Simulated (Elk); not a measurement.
## GaCo: energy against a fixed spin moment

Aim: the energy of GaCo as a function of its total spin moment.

Program: Elk 11.2.3 (patched build). Level of theory: PBE; all-electron APW+lo, Dirac cores, scalar-relativistic bands. Results are calculated unless marked as measured.

## Step 1: Set-up

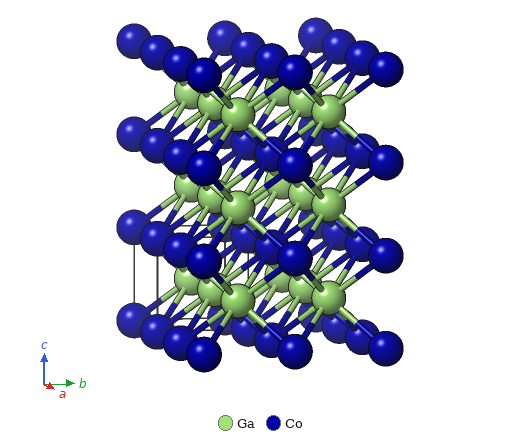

The cell as given, slightly off an axis (gallium green, cobalt blue). 3×2×3 cells are drawn. Some periodic images of atoms are drawn too.

Coordinates:

```cif
data_structure
_symmetry_space_group_name_H-M 'Pm-3m'
_symmetry_Int_Tables_number 221
_cell_length_a 2.8780
_cell_length_b 2.8780
_cell_length_c 2.8780
_cell_angle_alpha 90.000
_cell_angle_beta 90.000
_cell_angle_gamma 90.000
_cell_volume 23.84
loop_
_atom_site_label
_atom_site_type_symbol
_atom_site_symmetry_multiplicity
_atom_site_Wyckoff_symbol
_atom_site_fract_x
_atom_site_fract_y
_atom_site_fract_z
_atom_site_occupancy
Ga1 Ga 1 b 0.50000 0.50000 0.50000 1
Co1 Co 1 a 0.00000 0.00000 0.00000 1
```

## Step 2: Unconstrained state

The free run shows where the moment settles by itself and gives the state from which the held runs start.

Moments are seeded by fields in the spheres (the last three columns under atoms), set against the wanted direction and reduced each loop.

File elk.in:

```
tasks
  0

xctype
  20

rgkmax
  7.0

nempty
  12

swidth
  0.003

reducebf
  0.5

epsengy
  1e-05

maxscl
  120

lmaxi
  3

spinpol
  .true.

sppath
  './'

avec
  5.43863178667 0.00000000000 0.00000000000
  0.00000000000 5.43863178667 0.00000000000
  0.00000000000 0.00000000000 5.43863178667

atoms
  2
  'Ga.in'
  1
  0.5000000000 0.5000000000 0.5000000000   0.000000 0.000000 0.000000
  'Co.in'
  1
  0.0000000000 0.0000000000 0.0000000000   0.000000 0.000000 -0.060000

ngridk
  8 8 8
```

Launch:

```sh
OMP_NUM_THREADS=2 elk
```

Numbers of over 12 decimals in the logs are rounded to 6 here.

What it wrote:

```text
Warning(gndstate): core states of species 1 leak from the muffin-tin :   0.1109603859E-02
Warning(gndstate): core states of species 2 leak from the muffin-tin :   0.7116827864E-03

--- INFO.OUT ---
┌─────────────────────────┐
│ Elk code version 11.2.3 │
└─────────────────────────┘

All units are atomic (Hartree, Bohr, etc.)

┌─────────────────────────────────────────────────┐
│ Ground-state run starting from atomic densities │
└─────────────────────────────────────────────────┘

Lattice vectors :
   5.438631787       0.000000000       0.000000000
   0.000000000       5.438631787       0.000000000
   0.000000000       0.000000000       5.438631787

Reciprocal lattice vectors :
   1.155287865       0.000000000       0.000000000
   0.000000000       1.155287865       0.000000000
   0.000000000       0.000000000       1.155287865

Unit cell volume      :    160.8677435
Brillouin zone volume :    1.541951221

Muffin-tin inner radius fraction :   0.1000000000E-01

Nuclei treated as point charges

Species : 1 (Ga)
 parameters loaded from : Ga.in
 name : gallium
 nuclear charge    :   -31.00000000
 electronic charge :    31.00000000
 atomic mass :    127097.2539
 muffin-tin radius :    2.329996645
 number of radial points in muffin-tin :    993
 inner part over the whole radius :   0.9882189333E-02
 number on inner part of muffin-tin    :    701
 approximate nuclear radius :   0.7562051033E-04
 number of mesh points to nuclear radius :    339
 atomic positions (lattice), magnetic fields (Cartesian) :
  1 :   0.00000000  0.00000000  0.00000000    0.00000000  0.00000000  0.00000000

Species : 2 (Co)
 parameters loaded from : Co.in
 name : cobalt
 nuclear charge    :   -27.00000000
 electronic charge :    27.00000000
 atomic mass :    107428.6517
 muffin-tin radius :    2.329996645
 number of radial points in muffin-tin :    993
 inner part over the whole radius :   0.9927653464E-02
 number on inner part of muffin-tin    :    700
 approximate nuclear radius :   0.7243775530E-04
 number of mesh points to nuclear radius :    334
 atomic positions (lattice), magnetic fields (Cartesian) :
  1 :   0.50000000  0.50000000  0.50000000    0.00000000  0.00000000 -0.06000000

Total number of atoms per unit cell :    2
Total muffin-tin volume :    105.9703800
 ratio of muffin-tin to unit cell volume :   0.6587422545

Spin treatment :
 spin-polarised
 global magnetic field (Cartesian) :    0.000000000       0.000000000       0.000000000
 collinear magnetisation in z-direction

Number of Bravais lattice symmetries :   48
Number of crystal symmetries         :   48
Crystal has inversion symmetry
Real symmetric eigensolver will be used

k-point grid :      8     8     8
k-point offset :    0.000000000       0.000000000       0.000000000
k-point set is reduced with full crystal symmetry group
Total number of k-points :       35

Muffin-tin radius times maximum |G+k| :    7.000000000
 using average radius
Maximum |G+k| for APW functions       :    3.004296172
Maximum (1/2)|G+k|²                   :    4.512897745
Maximum |G| for potential and density :    12.00000000
Constant for pseudocharge density :    7
 order of it for each species :   14  14
 order of it for pair densities of each species (exact exchange by exxq0 0: 14) :   10  10
Radial integration step length :    1

G-vector grid sizes :     21    21    21
Number of G-vectors :     4697

Maximum angular momentum used for
 APW functions            :    8
 outer part of muffin-tin :    6
 inner part of muffin-tin :    3

Total nuclear charge    :   -58.00000000
Total core charge       :    30.00000000
Total valence charge    :    28.00000000
Total excess charge     :    0.000000000
Total electronic charge :    58.00000000

Effective Wigner radius, rₛ :   0.8716004698

Number of empty states         :     24
Total number of valence states :     78
Total number of core states    :     30

Third-order local-orbitals added for an l without core states : T
Total number of local-orbitals :     41

Exchange-correlation functional :     20     0     0
 Perdew-Burke-Ernzerhof, Phys. Rev. Lett. 77, 3865 (1996)
 gradient requirement :    1
 generalised gradient approximation (GGA)

Smearing type :    3
 Fermi-Dirac
Smearing width :   0.3000000000E-02
Effective electronic temperature (K) :    947.3250744

Mixing type :    3
 Broyden mixing, J. Phys. A: Math. Gen. 17, L317 (1984)

Kohn-Sham potential initialised from atomic data

┌──────────────────────────────┐
│ Self-consistent loop started │
└──────────────────────────────┘

┌─────────────────┐
│ Loop number : 1 │
└─────────────────┘

Energies :
 Fermi                       :     0.200103
 sum of occupied eigenvalues :     -1919.8373494356
 electron kinetic            :      3397.6935323881
 core electron kinetic       :      3127.2737096861
 Coulomb                     :     -6599.8193567374
 Coulomb potential           :     -5133.7184862475
 nuclear-nuclear             :     -564.24793896892
 electron-nuclear            :     -6957.6753559811
 Hartree                     :      922.10393821261
 Madelung                    :     -4032.9601136137
 xc potential                :     -183.73763556884
 xc effective B-field        :    -0.37382078225221E-01
 external B-field            :      0.000000
 exchange                    :     -132.87505971727
 correlation                 :     -2.808798
 electron entropic           :    -0.16515435573195E-02
 total energy                :     -3337.8113339016
 (external B-field energy excluded from total)

Density of states at Fermi energy :    57.80754234
 (states/Hartree/unit cell)

Estimated indirect band gap :   0.1801154153E-02
 from k-point 29 to k-point 7
Estimated direct band gap   :   0.3558580695E-02
 at k-point 29

Charges :
 core                        :    30.00000000
 valence                     :    28.00000000
 interstitial                :    1.969537377
 muffin-tins (core leakage)
  species : 1 (Ga)
   atom 1                    :    29.48655233     (  0.1200771583E-02)
  species : 2 (Co)
   atom 1                    :    26.54391030     (  0.6950207861E-03)
 total in muffin-tins        :    56.03046262
 total calculated charge     :    57.99793446
 total charge                :    58.00000000
 error                       :   0.2065542394E-02

Moments :
 interstitial                :  -0.7667309933E-01
 muffin-tins
  species : 1 (Ga)
   atom 1                    :  -0.8242931193E-01
  species : 2 (Co)
   atom 1                    :    1.277857275
 total in muffin-tins        :    1.195427964
 total moment                :    1.118754864

┌─────────────────┐
│ Loop number : 2 │
└─────────────────┘

Energies :
 Fermi                       :     0.202802
 sum of occupied eigenvalues :     -1919.7691135121
 electron kinetic            :      3398.3929348063
 core electron kinetic       :      3127.8523382850
 Coulomb                     :     -6599.6988611865
 Coulomb potential           :     -5133.8406245693
 nuclear-nuclear             :     -564.24793896892
 electron-nuclear            :     -6957.3055110252
 Hartree                     :      921.85458880765
 Madelung                    :     -4032.7785489018
 xc potential                :     -184.25465541895
 xc effective B-field        :    -0.37707411857761E-01
 external B-field            :      0.000000
 exchange                    :     -132.85849532162
 correlation                 :     -2.808810
 electron entropic           :    -0.16593063030729E-02
 total energy                :     -3336.9748913148
 (external B-field energy excluded from total)

Density of states at Fermi energy :    58.16847199
 (states/Hartree/unit cell)

Estimated indirect band gap :   0.5599870950E-03
 from k-point 31 to k-point 24
Estimated direct band gap   :   0.3167578126E-02
 at k-point 29

Charges :
 core                        :    30.00000000
 valence                     :    28.00000000
 interstitial                :    1.977005609
 muffin-tins (core leakage)
  species : 1 (Ga)
   atom 1                    :    29.49730826     (  0.1198221991E-02)
  species : 2 (Co)
   atom 1                    :    26.52568613     (  0.6968280006E-03)
 total in muffin-tins        :    56.02299439
 total calculated charge     :    57.99793555
 total charge                :    58.00000000
 error                       :   0.2064449108E-02

Moments :
 interstitial                :  -0.7728938074E-01
 muffin-tins
  species : 1 (Ga)
   atom 1                    :  -0.8347235147E-01
  species : 2 (Co)
   atom 1                    :    1.283866614
 total in muffin-tins        :    1.200394263
 total moment                :    1.123104882

RMS change in Kohn-Sham potential (target) :    4.673042361     (  0.1000000000E-05)
Absolute change in total energy (target)   :   0.8364425868     (  0.1000000000E-04)

[... loops 3 to 18 left out ...]

┌──────────────────┐
│ Loop number : 19 │
└──────────────────┘

Energies :
 Fermi                       :     0.341133
 sum of occupied eigenvalues :     -1914.1521589059
 electron kinetic            :      3396.7780040186
 core electron kinetic       :      3127.3197996249
 Coulomb                     :     -6598.8896646225
 Coulomb potential           :     -5134.8320296591
 nuclear-nuclear             :     -564.24793896892
 electron-nuclear            :     -6954.5842001126
 Hartree                     :      919.94247445897
 Madelung                    :     -4031.4736497930
 xc potential                :     -176.09741985711
 xc effective B-field        :    -0.71312853050599E-03
 external B-field            :      0.000000
 exchange                    :     -132.68792743551
 correlation                 :     -2.810861
 electron entropic           :    -0.10326193470334E-02
 total energy                :     -3337.6114812449
 (external B-field energy excluded from total)

Density of states at Fermi energy :    35.46104137
 (states/Hartree/unit cell)

Estimated indirect band gap :   0.1702856553E-02
 from k-point 12 to k-point 9
Estimated direct band gap   :   0.8087211413E-02
 at k-point 24

Charges :
 core                        :    30.00000000
 valence                     :    28.00000000
 interstitial                :    2.053233632
 muffin-tins (core leakage)
  species : 1 (Ga)
   atom 1                    :    29.72546863     (  0.1109604062E-02)
  species : 2 (Co)
   atom 1                    :    26.22129773     (  0.7116828006E-03)
 total in muffin-tins        :    55.94676637
 total calculated charge     :    57.99797496
 total charge                :    58.00000000
 error                       :   0.2025038717E-02

Moments :
 interstitial                :  -0.9379309327E-02
 muffin-tins
  species : 1 (Ga)
   atom 1                    :  -0.7229098225E-02
  species : 2 (Co)
   atom 1                    :   0.1456448436
 total in muffin-tins        :   0.1384157454
 total moment                :   0.1290364361

RMS change in Kohn-Sham potential (target) :   0.6782707546E-06 (  0.1000000000E-05)
Absolute change in total energy (target)   :   0.7161851954E-05 (  0.1000000000E-04)

Convergence targets achieved

┌──────────────────┐
│ Loop number : 20 │
└──────────────────┘

Energies :
 Fermi                       :     0.341133
 sum of occupied eigenvalues :     -1914.1521548351
 electron kinetic            :      3396.7780022386
 core electron kinetic       :      3127.3198014364
 Coulomb                     :     -6598.8896602236
 Coulomb potential           :     -5134.8320302700
 nuclear-nuclear             :     -564.24793896892
 electron-nuclear            :     -6954.5841900681
 Hartree                     :      919.94246881343
 Madelung                    :     -4031.4736450886
 xc potential                :     -176.09741279185
 xc effective B-field        :    -0.71378904575265E-03
 external B-field            :      0.000000
 exchange                    :     -132.68792745836
 correlation                 :     -2.810861
 electron entropic           :    -0.10325710619846E-02
 total energy                :     -3337.6114785606
 (external B-field energy excluded from total)

Density of states at Fermi energy :    35.45942921
 (states/Hartree/unit cell)

Estimated indirect band gap :   0.1702856217E-02
 from k-point 12 to k-point 9
Estimated direct band gap   :   0.8090283756E-02
 at k-point 24

Charges :
 core                        :    30.00000000
 valence                     :    28.00000000
 interstitial                :    2.053233423
 muffin-tins (core leakage)
  species : 1 (Ga)
   atom 1                    :    29.72546919     (  0.1109603859E-02)
  species : 2 (Co)
   atom 1                    :    26.22129739     (  0.7116827864E-03)
 total in muffin-tins        :    55.94676658
 total calculated charge     :    57.99797496
 total charge                :    58.00000000
 error                       :   0.2025037864E-02

Moments :
 interstitial                :  -0.9393303979E-02
 muffin-tins
  species : 1 (Ga)
   atom 1                    :  -0.7235903601E-02
  species : 2 (Co)
   atom 1                    :   0.1457061083
 total in muffin-tins        :   0.1384702047
 total moment                :   0.1290769007

┌──────────────────────────────┐
│ Self-consistent loop stopped │
└──────────────────────────────┘

Warning : core states of species 1 leak from the muffin-tin :   0.1109603859E-02

Warning : core states of species 2 leak from the muffin-tin :   0.7116827864E-03

Wrote STATE.OUT
```

It took 55 s on 2 threads of Arm Neoverse V2, shared host; peak memory 0.12 GiB.

Spin moment in the muffin-tin sphere by atom:

```
atom  spin moment in the muffin-tin sphere (μB)
 Ga1                                     -0.007
 Co2                                      0.146
```

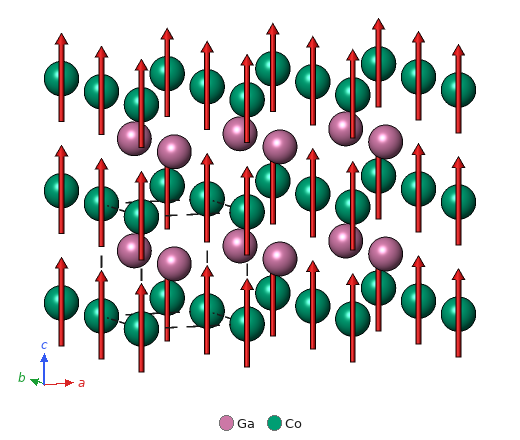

Spin moment in the muffin-tin sphere as arrows, the longest 0.146 μB. Up and down stand for the sign. Arrows give size and sign along the axis of quantisation, drawn up and down the page. 3×2×2 cells are drawn. Some periodic images of atoms are drawn too.

This step gave:

| Property | Result |
| --- | --- |
| density of states at the Fermi level | 1.303 states/eV/cell |
| moment between the spheres | -0.009393 μB |
| magnetization | 0.1291 μB |
| final state | weakly magnetic |

After 20 cycles the largest moment is only 0.146 μB.

(Continued in part 2 of 2.)

[Logs and program files are shortened in this print: banners, set-up blocks, solver, clock and traceback lines can be left out without a mark of their own.]

[Logs are printed without paths, hosts, clocks, repeated set-up lines and the standing remarks that a program may print on its own settings, such as how far it seeks lower states.]

[Hosts, paths, dates, database ids (printed as entryN), source tags and the programs' standing remarks are cut or masked in the printed files.]

[Where a cell is said to come from a database of computed structures, the database is the Materials Project.]
